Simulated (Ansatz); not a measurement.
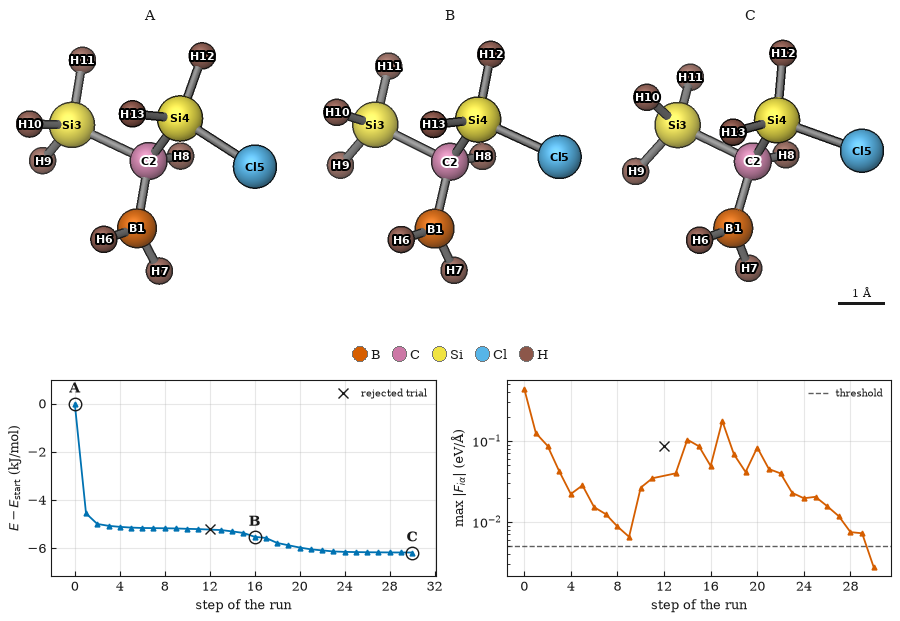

Frames of a relaxation of CH8BClSi2, marked on the history of the run. The picture is a ball-and-stick view, seen from a free direction.

The start comes from PBE-D4/def2-SVP.

Level of theory: Ansatz 0.2.0, RKS PBE0-D4/def2-TZVP.

Input file:
```yaml
crystal:
  periodic: [false, false, false]
  atoms:
    - {symbol: B, position_ang: [-1.539206, -0.396206, 0.482704]}
    - {symbol: C, position_ang: [-0.109124, 0.198756, 0.553071]}
    - {symbol: Si, position_ang: [1.149799, -1.231157, 0.402364]}
    - {symbol: Si, position_ang: [0.118733, 1.348439, -0.923687]}
    - {symbol: Cl, position_ang: [-1.467096, 2.714892, -0.985762]}
    - {symbol: H, position_ang: [-1.897738, -0.997102, -0.517667]}
    - {symbol: H, position_ang: [-2.315814, -0.298773, 1.413593]}
    - {symbol: H, position_ang: [0.101755, 0.754102, 1.492207]}
    - {symbol: H, position_ang: [0.929007, -2.237107, 1.497681]}
    - {symbol: H, position_ang: [1.004258, -1.913213, -0.928327]}
    - {symbol: H, position_ang: [2.546592, -0.684214, 0.531415]}
    - {symbol: H, position_ang: [1.391851, 2.137613, -0.797251]}
    - {symbol: H, position_ang: [0.107284, 0.569070, -2.205442]}
basis:
  gaussian: {orbitals: def2-TZVP}
hamiltonian: {xc: pbe0, dispersion: d4}
relax: {f_tol: 0.005, max_steps: 150}
```

Launched with:
```bash
ansatz run in.yaml --threads 4 --pin off --events-out ev --progress --plain --max-ram 10444MiB
```

### What happens along the run?

After 29 accepted moves (30 points after the start) the energy has fallen by 6.18 kJ/mol. Largest force component: 0.44 eV/Å at the start, 0.0027 eV/Å at the end. The line search rejected the trial step at point 12 of the run. H10 moves most after the best rigid fit: 0.69 Å. Largest moves by element: H 0.69 Å, Cl 0.39 Å, B 0.16 Å, Si 0.13 Å, C 0.11 Å. Among the contacts that change: Si4–Cl5 2.094 → 2.061 Å, C2–Si4 1.885 → 1.858 Å, Si3–H11 1.506 → 1.484 Å, B1–H6 1.221 → 1.200 Å. Among the angles between lasting bonds that change: B1–C2–Si3 108.5° → 101.4°, B1–C2–Si4 108.1° → 114.5°, Si3–C2–Si4 108.4° → 106.0°. Groups turn about C2–Si3 by about 30°. The run took 2.7 min on 4 threads of Arm Neoverse V1, with other jobs on the host. From step 0 to 16: H10 moves most (0.30 Å), energy −5.53 kJ/mol. From step 16 to 30: H atoms move most (0.39 Å), energy −0.65 kJ/mol.
